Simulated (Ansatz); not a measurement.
## Fields on a plane of ZrGeS (space group P4/nmm)

```
CELL_PARAMETERS angstrom
      3.60190     0.00000     0.00000
      0.00000     3.60190     0.00000
      0.00000     0.00000     7.98791
ATOMIC_POSITIONS crystal
  Zr 0.00000 0.50000 0.72348
  Zr 0.50000 0.00000 0.27652
  Ge 0.50000 0.50000 0.00000
  Ge 0.00000 0.00000 0.00000
  S  0.00000 0.50000 0.37969
  S  0.50000 0.00000 0.62031
```

The slice is a (010) plane (indices of the conventional cell) through the point (0.500, 0.000, 0.620) (fractional), spanned by u = [100] and v = [001] in vectors of this cell: u (3.60 Å) and v (7.99 Å, at 90° to u). It covers one period; positions are fractions (u, v).

Atoms on it: Zr at (0.00, 0.66); Ge at (0.50, 0.38); S at (0.00, 0.00).

Level of theory: PBEsol (plane waves to 420 eV, PAW, scalar-relativistic; Ansatz, a program for electronic structure). k mesh 13×13×6. These are valence fields of a PAW run, semicore shells included where kept as valence: close to a nucleus they are smooth pseudo fields. ZrGeS is run without spin polarisation. ZrGeS was relaxed with its symmetry unable to fall.

```tsv
v \ u	0.00	0.15	0.31	0.46	0.62	0.77	0.92
0.86	-0.3	-0.5	-1.0	-1.2	-1.1	-0.8	-0.4
0.71	0.6	0.3	-0.6	-0.9	-0.8	-0.1	0.6
0.57	0.4	0.0	-0.6	-0.7	-0.7	-0.3	0.3
0.43	-0.8	-0.6	-0.1	1.0	0.4	-0.4	-0.7
0.29	-1.1	-0.9	-0.4	0.0	-0.2	-0.7	-1.1
0.14	-0.5	-0.6	-0.8	-0.9	-0.9	-0.7	-0.6
0.00	-3.0	0.1	-0.4	-0.9	-0.7	-0.1	-0.2
```

Values: log₁₀ of the valence density in e/Å³. The scale is logarithmic, as a density can span decades between atoms and voids; values under 0.001 e/Å³ are set to 0.001.

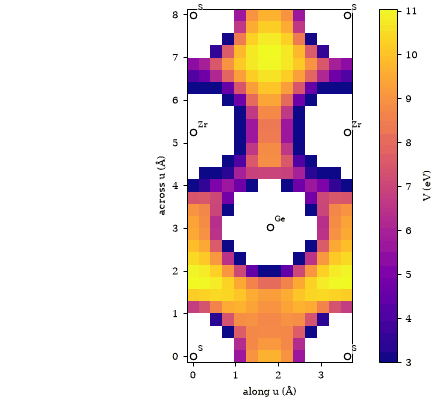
Electrostatic potential energy of an electron, from the cell's mean, in eV, one period of the plane, atoms marked. Points within 1 Å of a nucleus are left white, as the pseudised field means little there. Values under 3 eV are set to 3. The zero, the cell's mean, hangs on the PAW cores.
